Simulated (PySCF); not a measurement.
# C2H7NO2Si: NMR shifts at several levels of theory, part 1 of 2

How much do the NMR shifts of C2H7NO2Si (`N[SiH]1OCCO1`) depend on the level of theory, and what does each level cost?

Programs: PySCF 2.14.0, with density-fitted response routines of our own. Each step states its level of theory. These are calculated values for one molecule in the gas phase, unless marked as measured. Atoms are numbered from 0 throughout.

**1. Starting geometry**

13 atoms, charge 0, multiplicity 1; geometry from: GFN2-xTB. The atoms were then displaced at random by about 0.01 Å, so the start is not that level's minimum.

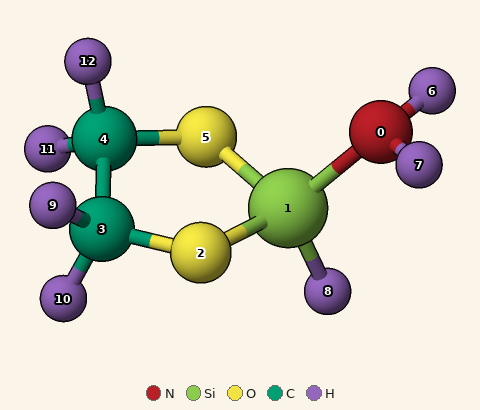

As it starts; nitrogen red, silicon green, oxygen yellow, carbon teal, hydrogen purple, atoms numbered.

**2. Optimising the geometry at PBE0-D3(BJ)/def2-SVP**

What the job is given:

```
{"job": {"xc": "PBE0", "basis": "def2-SVP", "d3": "d3bj", "grid": 1, "shake": 0.01, "kind": "geom"}, "charge": 0, "multiplicity": 1}
N      2.102990     0.144780     1.030440
Si     1.019050     0.176920    -0.331980
O      0.107610    -1.192280    -0.311390
C     -1.201850    -0.889630    -0.377740
C     -1.429290     0.576430     0.024290
O     -0.211880     1.249950    -0.148110
H      2.613360     1.011350     1.200950
H      2.702450    -0.622930     1.122110
H      1.597570     0.411560    -1.631770
H     -1.782760    -1.569960     0.299300
H     -1.586900    -1.050590    -1.394530
H     -2.183140     1.071900    -0.571320
H     -1.741390     0.665610     1.079430
```

The run is started by

```sh
OMP_NUM_THREADS=1 python probes_run.py task.json out
```

The driver reads the jobs from task.json and runs them one after another.

Output:

```text
step   0  E = -574.46223028  max force = 0.055429
step   1  E = -574.47022350  max force = 0.015410
step   2  E = -574.47077587  max force = 0.005592
step   3  E = -574.47101988  max force = 0.002132
step   4  E = -574.47126639  max force = 0.005926
step   5  E = -574.47154594  max force = 0.009734
step   6  E = -574.47184353  max force = 0.009265
step   7  E = -574.47228610  max force = 0.003598
step   8  E = -574.47314679  max force = 0.011137
step   9  E = -574.47389900  max force = 0.017648
step  10  E = -574.47505504  max force = 0.021478
step  11  E = -574.47599938  max force = 0.007905
step  12  E = -574.47657240  max force = 0.003058
step  13  E = -574.47681598  max force = 0.002227
step  14  E = -574.47690795  max force = 0.002799
step  15  E = -574.47697042  max force = 0.001879
step  16  E = -574.47698898  max force = 0.000563
step  17  E = -574.47699480  max force = 0.000358
optimisation converged
```

Wall time 1.7 min (1 thread of Arm Neoverse V2, shared host); peak memory 0.52 GiB.

Step by step:

```
step  energy from step 0 (eV)  largest force component (eV/Å)
   0                   0.0000                          2.8503
   1                  -0.2175                          0.7924
   2                  -0.2325                          0.2876
   3                  -0.2392                          0.1096
   4                  -0.2459                          0.3047
   5                  -0.2535                          0.5005
   6                  -0.2616                          0.4764
   7                  -0.2736                          0.1850
   8                  -0.2971                          0.5727
   9                  -0.3175                          0.9075
  10                  -0.3490                          1.1044
  11                  -0.3747                          0.4065
  12                  -0.3903                          0.1572
  13                  -0.3969                          0.1145
  14                  -0.3994                          0.1439
  15                  -0.4011                          0.0966
  16                  -0.4016                          0.0290
  17                  -0.4018                          0.0184
```

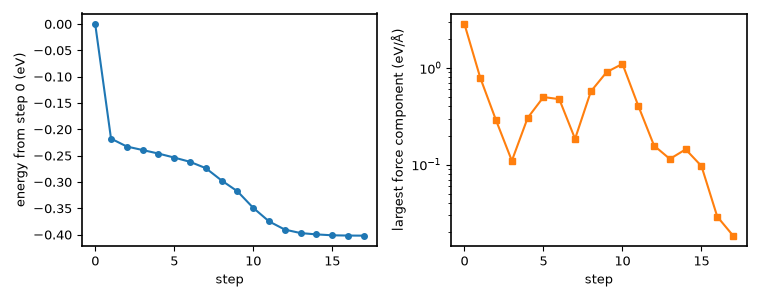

Energy and largest force along the relaxation.

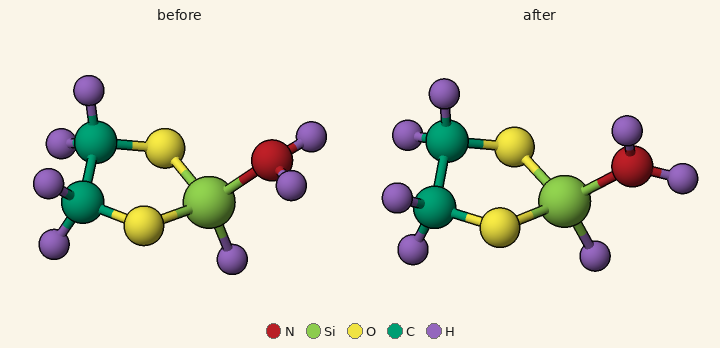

Before and after, at one scale.

Close pairs (by a distance rule), those that changed most:

```
  bond  before (Å)  after (Å)  change (Å)
 O2–C3       1.346      1.411      +0.065
N0–Si1       1.741      1.696      -0.045
Si1–H8       1.442      1.483      +0.041
Si1–O5       1.643      1.681      +0.038
Si1–O2       1.645      1.678      +0.033
 N0–H7       0.978      1.012      +0.033
C4–H11       1.081      1.102      +0.021
 C3–H9       1.122      1.102      -0.020
```

The final coordinates are the input of the step that follows.

```
                         at the end point                value
  point group (found at 0.08 Å tolerance)                   C1
rotational constants (GHz, main isotopes)  5.715, 2.544, 2.063
                        dipole moment (D)                 1.09
```

**3. Shielding tensors: PBE0/pcSseg-1**

What the job is given:

```
{"job": {"kind": "nmr", "xc": "PBE0", "basis": "pcSseg-1", "pop": false}, "charge": 0, "multiplicity": 1}
N      1.696649    -0.049374     0.524567
Si     0.507371    -0.055131    -0.684298
O     -0.372522    -1.484427    -0.681800
C     -1.747565    -1.206921    -0.831674
C     -1.990011     0.188956    -0.240703
O     -0.826239     0.947682    -0.481213
H      2.641763     0.262816     0.347151
H      1.540476    -0.327873     1.484611
H      1.200110     0.276482    -1.952707
H     -2.341686    -1.978672    -0.316298
H     -2.024745    -1.227316    -1.903170
H     -2.861985     0.680221    -0.701953
H     -2.179499     0.120959     0.847892
```

Method: GIAO PBE0/pcSseg-1 NMR shielding, non-relativistic, gas phase.

Output:

```text
coarse grid: 11376 points
cycle   1  E = -574.5303985664  dE =  8.550e-01  |g| = 9.175e-01  |ddm| = 3.223e+00
cycle   2  E = -574.3502495941  dE =  1.801e-01  |g| = 1.356e+00  |ddm| = 1.698e+00
cycle   3  E = -574.6810827304  dE = -3.308e-01  |g| = 8.555e-02  |ddm| = 1.120e+00
cycle   4  E = -574.6820204368  dE = -9.377e-04  |g| = 4.711e-02  |ddm| = 6.974e-02
cycle   5  E = -574.6824546357  dE = -4.342e-04  |g| = 8.926e-03  |ddm| = 3.264e-02
cycle   6  E = -574.6824701394  dE = -1.550e-05  |g| = 1.997e-03  |ddm| = 6.840e-03
cycle   7  E = -574.6824710425  dE = -9.031e-07  |g| = 3.666e-04  |ddm| = 1.772e-03
final grid: 105360 points
cycle   8  E = -574.7347672281  dE = -1.458e-05  |g| = 1.270e-02  |ddm| = 1.781e-02
cycle   9  E = -574.7347306033  dE =  3.662e-05  |g| = 1.914e-02  |ddm| = 1.778e-02
cycle  10  E = -574.7347961702  dE = -6.557e-05  |g| = 9.450e-04  |ddm| = 1.134e-02
cycle  11  E = -574.7347963657  dE = -1.955e-07  |g| = 1.550e-04  |ddm| = 8.981e-04
cycle  12  E = -574.7347963709  dE = -5.193e-09  |g| = 3.601e-05  |ddm| = 1.438e-04
cycle  13  E = -574.7347963711  dE = -2.024e-10  |g| = 1.898e-05  |ddm| = 4.652e-05
converged SCF energy = -574.7347963711

GIAO shielding tensors (ppm)
atom      isotropic    diamagn.    paramagn.     s11        s22        s33       span
  0 N      231.249     320.465     -89.215    206.189    210.418    277.141     70.952
  1 Si     374.327     880.650    -506.323    337.255    384.515    401.211     63.956
  2 O      282.604     397.443    -114.839    230.573    283.923    333.317    102.744
  3 C      117.747     243.705    -125.958     87.284    108.664    157.293     70.009
  4 C      118.582     243.668    -125.086     91.936    107.243    156.567     64.631
  5 O      279.134     398.471    -119.337    220.966    277.563    338.873    117.907
  6 H       30.002      30.285      -0.284     23.930     25.312     40.764     16.833
  7 H       30.322      32.167      -1.845     23.174     26.188     41.604     18.430
  8 H       26.815      29.617      -2.802     22.885     24.439     33.122     10.238
  9 H       27.401      27.805      -0.404     23.666     25.566     32.972      9.307
 10 H       27.463      28.045      -0.582     22.564     25.545     34.280     11.717
 11 H       27.475      27.680      -0.205     23.767     25.535     33.123      9.355
 12 H       27.416      29.911      -2.494     22.819     25.438     33.991     11.171
```

Run time: 12 s. Hardware: 1 thread of Arm Neoverse V2, shared host; peak memory 0.79 GiB.

The references, computed at this level on geometries of the same kind, shield at (ppm): 1H TMS 31.27, 13C TMS 184.4, 29Si TMS 352.0, 15N NH3 265.7, 17O H2O 334.6. Their shielding less the atom's gives the shift. The references are single molecules in the gas phase, so shifts against H2O, NH3, PH3, H3PO4 or CFCl3 are not on the usual liquid scales and can be off by tens of ppm. Atoms listed in one row are averaged.

```
   atoms                                                   environment  σ (ppm)  δ (ppm)  δ scaled to CDCl3
  C3, C4                                           sp3 CH2 bonded to O    118.2     66.2               63.8
      H8  hydrogen on a silicon bonded to N, 2 O, in a 5-membered ring    26.82     4.45                  –
 H9, H12                            hydrogen on an sp3 CH2 bonded to O    27.41     3.86               3.87
H10, H11                            hydrogen on an sp3 CH2 bonded to O    27.47     3.80               3.82
  H6, H7                           hydrogen on a nitrogen bonded to Si    30.16     1.10                  –
      N0                                    nitrogen bonded to Si, 2 H    231.2     34.4                  –
     Si1             silicon bonded to N, 2 O, H, in a 5-membered ring    374.3    -22.3                  –
  O2, O5                  oxygen bonded to C, Si, in a 5-membered ring    280.9     53.7                  –
```

The scaled column applies a straight-line fit of computed shieldings to shifts measured in CDCl3 (root-mean-square error 0.21 ppm for H, 2.0 ppm for C).

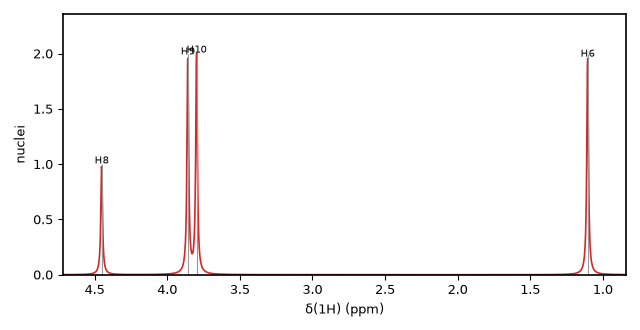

1H lines at the computed shifts, without couplings. Lines are broadened to a width of 0.01 ppm (Lorentzian).

Ring of atoms Si1, O2, C3, C4, O5: NICS(0) -7.1, NICS(1) -2.7, NICS(1)zz -4.2 ppm (means of both faces).

**4. NMR shieldings: mPW1PW91/pcSseg-1**

Settings changed since step 3:

```diff
@@ -1,2 +1,2 @@
-{"job": {"kind": "nmr", "xc": "PBE0", "basis": "pcSseg-1", "pop": false}, "charge": 0, "multiplicity": 1}
+{"job": {"kind": "nmr", "xc": "mPW1PW91", "basis": "pcSseg-1", "pop": false}, "charge": 0, "multiplicity": 1}
 N      1.696649    -0.049374     0.524567
```

Method: GIAO mPW1PW91/pcSseg-1 NMR shielding, non-relativistic, gas phase.

Output:

```text
coarse grid: 11376 points
cycle   1  E = -574.9004749404  dE =  8.580e-01  |g| = 9.404e-01  |ddm| = 3.224e+00
cycle   2  E = -574.7104680133  dE =  1.900e-01  |g| = 1.389e+00  |ddm| = 1.725e+00
cycle   3  E = -575.0581344832  dE = -3.477e-01  |g| = 8.706e-02  |ddm| = 1.143e+00
cycle   4  E = -575.0591005184  dE = -9.660e-04  |g| = 4.869e-02  |ddm| = 7.138e-02
cycle   5  E = -575.0595646262  dE = -4.641e-04  |g| = 8.981e-03  |ddm| = 3.349e-02
cycle   6  E = -575.0595803804  dE = -1.575e-05  |g| = 2.020e-03  |ddm| = 6.931e-03
cycle   7  E = -575.0595813040  dE = -9.236e-07  |g| = 3.850e-04  |ddm| = 1.814e-03
final grid: 105360 points
cycle   8  E = -575.1129743194  dE = -2.110e-05  |g| = 8.881e-03  |ddm| = 1.583e-02
cycle   9  E = -575.1129567072  dE =  1.761e-05  |g| = 1.332e-02  |ddm| = 1.230e-02
cycle  10  E = -575.1129885312  dE = -3.182e-05  |g| = 6.803e-04  |ddm| = 7.849e-03
cycle  11  E = -575.1129886298  dE = -9.855e-08  |g| = 1.462e-04  |ddm| = 6.672e-04
cycle  12  E = -575.1129886346  dE = -4.759e-09  |g| = 2.812e-05  |ddm| = 1.276e-04
cycle  13  E = -575.1129886347  dE = -1.131e-10  |g| = 1.767e-05  |ddm| = 3.613e-05
converged SCF energy = -575.1129886347

GIAO shielding tensors (ppm)
atom      isotropic    diamagn.    paramagn.     s11        s22        s33       span
  0 N      230.701     320.561     -89.860    205.506    210.439    276.158     70.652
  1 Si     373.990     880.731    -506.741    337.395    383.983    400.592     63.197
  2 O      282.434     397.667    -115.233    231.346    283.266    332.690    101.343
  3 C      116.853     243.646    -126.792     86.482    107.785    156.293     69.811
  4 C      117.677     243.635    -125.957     91.057    106.395    155.581     64.524
  5 O      279.040     398.702    -119.662    221.939    277.074    338.106    116.167
  6 H       30.065      30.320      -0.255     23.995     25.412     40.788     16.792
  7 H       30.383      32.218      -1.835     23.244     26.302     41.603     18.359
  8 H       26.906      29.701      -2.795     22.980     24.540     33.198     10.218
  9 H       27.465      27.819      -0.354     23.736     25.637     33.021      9.285
 10 H       27.524      28.065      -0.541     22.655     25.610     34.308     11.653
 11 H       27.537      27.691      -0.154     23.834     25.608     33.168      9.334
 12 H       27.479      29.965      -2.486     22.911     25.503     34.022     11.111
```

Run time: 12 s. Hardware: 1 thread of Arm Neoverse V2, shared host; peak memory 0.79 GiB.

This run: δ C3 66.3, N0 33.5, Si1 -23.2, O2 52.6, H8 4.41, H9 3.85 ppm (means over like atoms).

**5. NMR shieldings: WP04/pcSseg-1**

Settings changed since step 4:

```diff
@@ -1,2 +1,2 @@
-{"job": {"kind": "nmr", "xc": "mPW1PW91", "basis": "pcSseg-1", "pop": false}, "charge": 0, "multiplicity": 1}
+{"job": {"kind": "nmr", "xc": "WP04", "basis": "pcSseg-1", "pop": false}, "charge": 0, "multiplicity": 1}
 N      1.696649    -0.049374     0.524567
```

Method: GIAO WP04/pcSseg-1 NMR shielding, non-relativistic, gas phase.

Output:

```text
coarse grid: 11376 points
cycle   1  E = -584.1203709814  dE =  8.789e-01  |g| = 1.416e+00  |ddm| = 3.291e+00
cycle   2  E = -583.4417875054  dE =  6.786e-01  |g| = 2.313e+00  |ddm| = 2.884e+00
cycle   3  E = -584.4623038235  dE = -1.021e+00  |g| = 1.963e-01  |ddm| = 2.218e+00
cycle   4  E = -584.4668034458  dE = -4.500e-03  |g| = 1.224e-01  |ddm| = 1.710e-01
cycle   5  E = -584.4697663337  dE = -2.963e-03  |g| = 1.937e-02  |ddm| = 7.826e-02
cycle   6  E = -584.4698366485  dE = -7.031e-05  |g| = 6.483e-03  |ddm| = 1.697e-02
cycle   7  E = -584.4698463399  dE = -9.691e-06  |g| = 9.074e-04  |ddm| = 5.204e-03
final grid: 105360 points
cycle   8  E = -584.5438271352  dE = -3.428e-05  |g| = 1.146e-02  |ddm| = 2.043e-02
cycle   9  E = -584.5437861513  dE =  4.098e-05  |g| = 1.887e-02  |ddm| = 1.643e-02
cycle  10  E = -584.5438511318  dE = -6.498e-05  |g| = 1.384e-03  |ddm| = 1.084e-02
cycle  11  E = -584.5438515322  dE = -4.004e-07  |g| = 2.496e-04  |ddm| = 1.299e-03
cycle  12  E = -584.5438515443  dE = -1.209e-08  |g| = 7.861e-05  |ddm| = 2.283e-04
cycle  13  E = -584.5438515452  dE = -9.446e-10  |g| = 3.677e-05  |ddm| = 8.487e-05
cycle  14  E = -584.5438515455  dE = -2.149e-10  |g| = 1.106e-05  |ddm| = 2.891e-05
converged SCF energy = -584.5438515455

GIAO shielding tensors (ppm)
atom      isotropic    diamagn.    paramagn.     s11        s22        s33       span
  0 N      222.449     322.141     -99.692    196.156    207.195    263.997     67.840
  1 Si     377.717     883.194    -505.477    345.143    386.270    401.739     56.597
  2 O      274.340     400.675    -126.335    235.094    269.624    318.300     83.206
  3 C      103.720     244.819    -141.100     73.294     93.945    143.920     70.626
  4 C      104.417     244.954    -140.537     77.213     92.711    143.326     66.114
  5 O      271.535     401.785    -130.249    227.179    264.554    322.873     95.695
  6 H       30.380      30.580      -0.200     24.337     26.257     40.546     16.209
  7 H       30.640      32.856      -2.216     23.649     27.110     41.160     17.511
  8 H       27.750      30.673      -2.923     23.875     25.441     33.935     10.060
  9 H       27.878      27.776       0.103     24.377     26.091     33.167      8.790
 10 H       27.903      27.965      -0.062     23.408     26.026     34.276     10.868
 11 H       27.933      27.403       0.530     24.453     26.073     33.272      8.820
 12 H       27.874      30.761      -2.887     23.666     25.915     34.041     10.375
```

It took 12 s on 1 thread of Arm Neoverse V2, shared host; peak memory 0.79 GiB.

In short: δ C3 68.4, N0 24.4, Si1 -39.0, O2 44.6, H8 3.81, H9 3.69 ppm (means over like atoms).

**6. Nuclear shieldings: B97-2/pcSseg-1**

Settings changed since step 5:

```diff
@@ -1,2 +1,2 @@
-{"job": {"kind": "nmr", "xc": "WP04", "basis": "pcSseg-1", "pop": false}, "charge": 0, "multiplicity": 1}
+{"job": {"kind": "nmr", "xc": "B97-2", "basis": "pcSseg-1", "pop": false}, "charge": 0, "multiplicity": 1}
 N      1.696649    -0.049374     0.524567
```

Level: GIAO B97-2/pcSseg-1 NMR shielding, non-relativistic, gas phase.

Output:

```text
coarse grid: 11376 points
cycle   1  E = -574.8661611574  dE =  8.374e-01  |g| = 9.556e-01  |ddm| = 3.233e+00
cycle   2  E = -574.6459983627  dE =  2.202e-01  |g| = 1.446e+00  |ddm| = 1.835e+00
cycle   3  E = -575.0305776853  dE = -3.846e-01  |g| = 9.138e-02  |ddm| = 1.243e+00
cycle   4  E = -575.0316719810  dE = -1.094e-03  |g| = 5.197e-02  |ddm| = 7.858e-02
cycle   5  E = -575.0322072770  dE = -5.353e-04  |g| = 9.392e-03  |ddm| = 3.605e-02
cycle   6  E = -575.0322249688  dE = -1.769e-05  |g| = 2.234e-03  |ddm| = 7.613e-03
cycle   7  E = -575.0322261001  dE = -1.131e-06  |g| = 4.519e-04  |ddm| = 2.051e-03
final grid: 105360 points
cycle   8  E = -575.0822073998  dE = -4.399e-05  |g| = 7.383e-03  |ddm| = 1.987e-02
cycle   9  E = -575.0821957659  dE =  1.163e-05  |g| = 1.089e-02  |ddm| = 1.086e-02
cycle  10  E = -575.0822156358  dE = -1.987e-05  |g| = 6.284e-04  |ddm| = 7.106e-03
cycle  11  E = -575.0822156892  dE = -5.336e-08  |g| = 1.978e-04  |ddm| = 4.410e-04
cycle  12  E = -575.0822156963  dE = -7.103e-09  |g| = 6.156e-05  |ddm| = 1.505e-04
cycle  13  E = -575.0822156970  dE = -7.699e-10  |g| = 7.862e-06  |ddm| = 4.399e-05
converged SCF energy = -575.0822156970

GIAO shielding tensors (ppm)
atom      isotropic    diamagn.    paramagn.     s11        s22        s33       span
  0 N      231.541     320.561     -89.020    206.015    212.618    275.990     69.975
  1 Si     383.055     880.944    -497.889    347.454    393.138    408.574     61.119
  2 O      282.473     397.862    -115.389    233.115    283.406    330.899     97.784
  3 C      117.346     243.716    -126.371     87.457    108.225    156.355     68.898
  4 C      118.134     243.712    -125.578     91.916    106.840    155.645     63.729
  5 O      279.200     398.916    -119.715    223.913    277.459    336.229    112.316
  6 H       30.162      30.414      -0.252     24.089     25.564     40.835     16.746
  7 H       30.466      32.359      -1.893     23.342     26.430     41.626     18.284
  8 H       27.021      29.847      -2.826     23.100     24.658     33.305     10.204
  9 H       27.525      27.861      -0.336     23.829     25.705     33.041      9.212
 10 H       27.582      28.085      -0.504     22.740     25.662     34.343     11.602
 11 H       27.594      27.693      -0.098     23.928     25.674     33.182      9.254
 12 H       27.537      30.108      -2.571     22.996     25.553     34.063     11.067
```

Run time: 12 s. Hardware: 1 thread of Arm Neoverse V2, shared host; peak memory 0.79 GiB.

This run: δ C3 66.0, N0 31.4, Si1 -25.6, O2 50.8, H8 4.35, H9 3.84 ppm (means over like atoms).

**7. NMR shieldings: BHandHLYP/pcSseg-1**

Settings changed since step 6:

```diff
@@ -1,2 +1,2 @@
-{"job": {"kind": "nmr", "xc": "B97-2", "basis": "pcSseg-1", "pop": false}, "charge": 0, "multiplicity": 1}
+{"job": {"kind": "nmr", "xc": "BHandHLYP", "basis": "pcSseg-1", "pop": false}, "charge": 0, "multiplicity": 1}
 N      1.696649    -0.049374     0.524567
```

With the program's defaults for keys left out, this is: GIAO BHandHLYP/pcSseg-1 NMR shielding, non-relativistic, gas phase.

Output:

```text
coarse grid: 11376 points
cycle   1  E = -574.8374715897  dE =  9.415e-01  |g| = 8.743e-01  |ddm| = 3.182e+00
cycle   2  E = -574.8080636577  dE =  2.941e-02  |g| = 9.905e-01  |ddm| = 1.195e+00
cycle   3  E = -574.9771072214  dE = -1.690e-01  |g| = 5.617e-02  |ddm| = 6.837e-01
cycle   4  E = -574.9775601122  dE = -4.529e-04  |g| = 3.061e-02  |ddm| = 4.806e-02
cycle   5  E = -574.9777384845  dE = -1.784e-04  |g| = 6.845e-03  |ddm| = 2.190e-02
cycle   6  E = -574.9777478652  dE = -9.381e-06  |g| = 6.867e-04  |ddm| = 4.718e-03
final grid: 105360 points
cycle   7  E = -575.0172240398  dE = -1.229e-05  |g| = 2.928e-03  |ddm| = 8.624e-03
cycle   8  E = -575.0172241275  dE = -8.772e-08  |g| = 2.952e-03  |ddm| = 3.522e-03
cycle   9  E = -575.0172257875  dE = -1.660e-06  |g| = 2.848e-04  |ddm| = 1.692e-03
cycle  10  E = -575.0172258020  dE = -1.459e-08  |g| = 1.168e-04  |ddm| = 2.890e-04
cycle  11  E = -575.0172258049  dE = -2.855e-09  |g| = 2.909e-05  |ddm| = 1.204e-04
cycle  12  E = -575.0172258051  dE = -1.614e-10  |g| = 7.101e-06  |ddm| = 2.500e-05
converged SCF energy = -575.0172258051

GIAO shielding tensors (ppm)
atom      isotropic    diamagn.    paramagn.     s11        s22        s33       span
  0 N      234.281     320.694     -86.413    207.654    216.273    278.917     71.263
  1 Si     387.635     879.269    -491.634    355.069    397.227    410.608     55.540
  2 O      292.850     398.767    -105.917    243.331    293.857    341.364     98.033
  3 C      119.106     242.077    -122.971     90.156    110.483    156.678     66.522
  4 C      119.823     242.115    -122.292     94.221    109.237    156.011     61.789
  5 O      289.127     399.701    -110.574    234.587    286.388    346.407    111.820
  6 H       30.166      30.363      -0.197     23.886     25.382     41.232     17.346
  7 H       30.486      32.256      -1.770     23.172     26.407     41.878     18.706
  8 H       27.309      29.887      -2.578     23.374     24.901     33.652     10.278
  9 H       27.678      27.762      -0.085     23.871     25.797     33.365      9.494
 10 H       27.737      28.023      -0.286     22.882     25.828     34.500     11.618
 11 H       27.741      27.641       0.099     23.940     25.768     33.515      9.575
 12 H       27.697      29.899      -2.202     23.144     25.750     34.197     11.053
```

Wall time 11 s (1 thread of Arm Neoverse V2, shared host); peak memory 0.79 GiB.

In short: δ C3 64.5, N0 30.7, Si1 -29.2, O2 43.8, H8 4.13, H9 3.76 ppm (means over like atoms).

(Continued in part 2 of 2.)
